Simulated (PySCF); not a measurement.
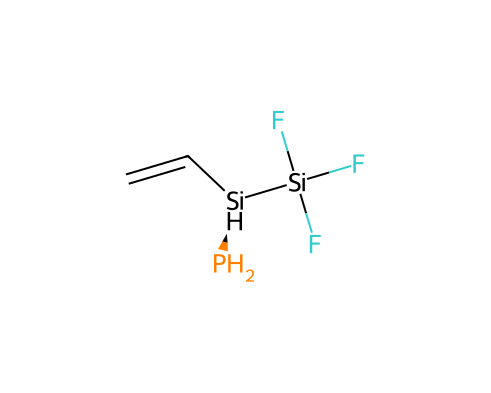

The computed structure is the end point of a GFN2-xTB optimisation. No frequency run is at hand to confirm it as a minimum. Properties computed with PBE0/pcSseg-1, gas phase (PySCF 2.14.0).

What does the calculation give?

The species is C2H6F3PSi2 (`C=C[Si@H](P)[Si](F)(F)F`).
- dipole moment: 2.64 D
- HOMO energy (Kohn–Sham orbital): −7.96 eV
- LUMO energy (Kohn–Sham orbital): −1.21 eV
- HOMO–LUMO gap: 6.76 eV

The geometry is semi-empirical. Around P, Si such bond lengths and angles can be off by a tenth of an ångström or more and by several degrees, and values that hang on the shape move with them.
